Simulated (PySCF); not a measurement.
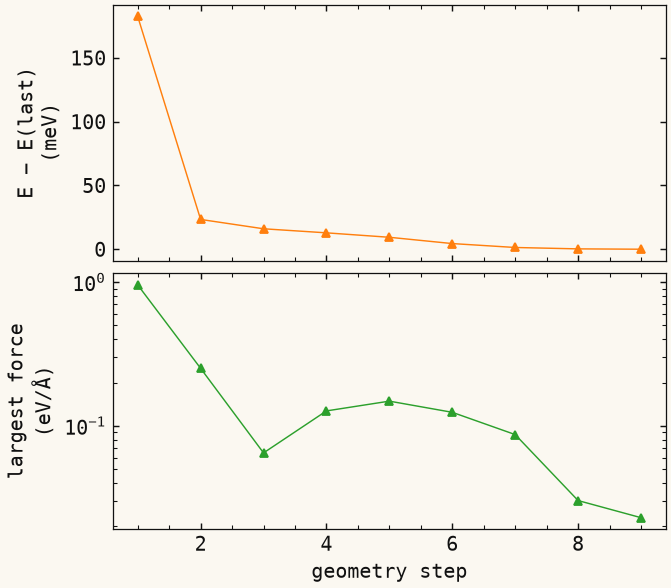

History of a geometry optimisation.

The run: C$_{2}$H$_{12}$B$_{2}$P$_{2}$ (SMILES C[B@H-]1[PH2+][B@H-](C)[PH2+]1), by PySCF, PBE0-D3(BJ)/def2-SVP, geometry optimisation.

How did the optimisation end?

The optimisation met its thresholds at geometry 9, counting the start as the first. The energy fell by about 180 meV from the first step to the last. The largest force goes from about 0.95 eV/Å at the start to 0.023 eV/Å at the end.
